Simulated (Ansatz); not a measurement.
# SnH2F2 (SMILES [F][SnH2][F]) at PBE-QIDH/def2-SVP (core potential)

What is the energy change on altering one bond length of SnH2F2 at PBE-QIDH/def2-SVP (core potential)? 

Program for the calculation: Ansatz 0.2.0.

44 further runs of the same task are left out: 44 set aside as unsound or not needed.

## 1. The system as given

SnH2F2 has 5 atoms, charge 0, and is taken as a singlet. As SMILES, `[F][SnH2][F]`. The coordinates come from a PBE0-D4/def2-TZVP relaxation.

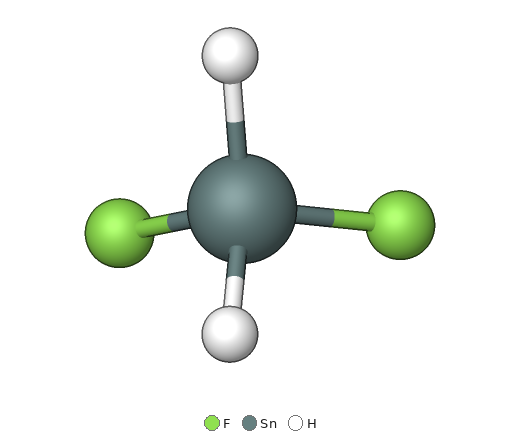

Viewed from a chosen angle; fluorine green, tin teal, hydrogen white.

## 2. The energy at PBE-QIDH/def2-SVP (core potential)

The input, in.yaml:

```yaml
crystal:
  periodic: [false, false, false]
  atoms:
    - {symbol: F, position_ang: [-0.343500, -0.356300, 1.741400]}
    - {symbol: Sn, position_ang: [0.128900, -0.073200, -0.086200]}
    - {symbol: F, position_ang: [-1.231200, 1.110700, -0.712400]}
    - {symbol: H, position_ang: [-0.087400, -1.547100, -0.889100]}
    - {symbol: H, position_ang: [1.583200, 0.792100, -0.095000]}
basis:
  gaussian: {orbitals: def2-SVP}
hamiltonian: {xc: {name: PBE-QIDH}}
correlation: {frozen_orbitals: {F: 1, H: 0, Sn: 4}}
accuracy: high
output: {orbitals: {seedname: orbitals}}
```

On the command line:

```sh
$ ansatz run in.yaml --threads 1 --pin off --max-ram 3480MiB --events-out events.jsonl --progress --plain --runs-dir runs
```

Output:

```text
Warning: RAYON_NUM_THREADS=1 ignored (pool sized by the plan → 1); use --threads N
Functional definition: PBE-QIDH
  name "PBE-QIDH"
  parameter a = 3^(-1/3)
  parameter c = 1/3
  exchange = (1 - a)*pbe_x + a*exact_x
  correlation = (1 - c)*pbe_c + c*(mp2_os + mp2_ss)
1430 factors; integrals over basis functions are off by at most 3.4e-9 eV
mean field evaluation 1: about -11271.5007 eV, gradient 4.2e1 eV
mean field evaluation 2: about -11271.5660 eV, gradient 4.2e1 eV
mean field evaluation 4: about -11274.7447 eV, gradient 1.1e0 eV
mean field evaluation 8: about -11274.7604 eV, gradient 1.5e-2 eV
mean field evaluation 16: about -11274.7604 eV, gradient 5.2e-6 eV
mean field -11274.76041987 eV, -414.3398031231 hartree, gradient 1.3e-8 eV, S^2 0.000000; 0 other end points of the search recorded, 0 dependent functions left out
6 core orbitals not correlated: weight in the atoms' cores, before any rotation towards them, 1.000 or more for the frozen orbitals, at most 0.000 for the correlated occupied ones
reference -11274.76042097 eV, -414.3398031635 hartree; 15, 15 occupied and 43, 43 virtual orbitals, 1430 factors
second order -15.02057005 eV of doubles, -0.00000000 eV of singles
Total energy: -11279.76727765 eV, -414.5238017528 hartree
```

It took 9.3 s on 1 thread of Intel Xeon Platinum 8259CL at 2.50GHz (Skylake/Cascade Lake), shared host; peak memory 0.2 GiB.

## 3. The distorted shape at the same level

The input, run.yaml:

```yaml
crystal:
  periodic: [false, false, false]
  atoms:
    - {symbol: F, position_ang: [0.064548, -0.711486, 1.929268]}
    - {symbol: Sn, position_ang: [0.536948, -0.428386, 0.101668]}
    - {symbol: F, position_ang: [-1.231200, 1.110700, -0.712400]}
    - {symbol: H, position_ang: [0.320648, -1.902286, -0.701232]}
    - {symbol: H, position_ang: [1.991248, 0.436914, 0.092868]}
basis:
  gaussian:
    orbitals: def2-SVP
accuracy: high
hamiltonian:
  xc: {name: PBE-QIDH}
output:
  orbitals: {seedname: orbitals}
correlation:
  frozen_orbitals: {F: 1, H: 0, Sn: 4}
```

On the command line:

```sh
$ ansatz run run.yaml --threads 1 --pin off --max-ram 3480MiB --events-out events.jsonl --progress --plain --runs-dir runs
```

Output, cut to the lines that bear on the results:

```text
Warning: RAYON_NUM_THREADS=1 ignored (pool sized by the plan → 1); use --threads N
Functional definition: PBE-QIDH
  name "PBE-QIDH"
[...]
1398 factors; integrals over basis functions are off by at most 6.4e-9 eV
[...]
mean field -11272.74737658 eV, -414.2658251466 hartree, gradient 4.6e-8 eV, S^2 0.000000; 0 other end points of the search recorded, 0 dependent functions left out
6 core orbitals not correlated: weight in the atoms' cores, before any rotation towards them, 1.000 or more for the frozen orbitals, at most 0.000 for the correlated occupied ones
reference -11272.74737768 eV, -414.2658251871 hartree; 15, 15 occupied and 43, 43 virtual orbitals, 1398 factors
second order -15.43065492 eV of doubles, -0.00000000 eV of singles
Total energy: -11277.89092932 eV, -414.4548472234 hartree
```

It took 8.1 s on 1 thread of Intel Xeon Platinum 8259CL at 2.50GHz (Skylake/Cascade Lake), shared host; peak memory 0.19 GiB.

## 4. Results

Level: PBE-QIDH/def2-SVP (core potential), 6 core orbitals frozen.

```
                                                          quantity          value
                                         first shape: total energy  -414.52380 Eh
                    first shape: HOMO energy (SCF part's orbitals)      -12.15 eV
                    first shape: LUMO energy (SCF part's orbitals)        1.21 eV
                  first shape: HOMO–LUMO gap (SCF part's orbitals)       13.36 eV
                                     distorted shape: total energy  -414.45485 Eh
                distorted shape: HOMO energy (SCF part's orbitals)      -11.62 eV
                distorted shape: LUMO energy (SCF part's orbitals)       -0.92 eV
              distorted shape: HOMO–LUMO gap (SCF part's orbitals)       10.70 eV
energy change with the Sn2–F3 bond stretched from 1.909 to 2.481 Å       1.876 eV
```

With the Sn2–F3 bond stretched from 1.909 to 2.481 Å the energy rises by 1.88 eV (181 kJ/mol). The first shape isn't relaxed at this level, so the change isn't measured from a minimum.
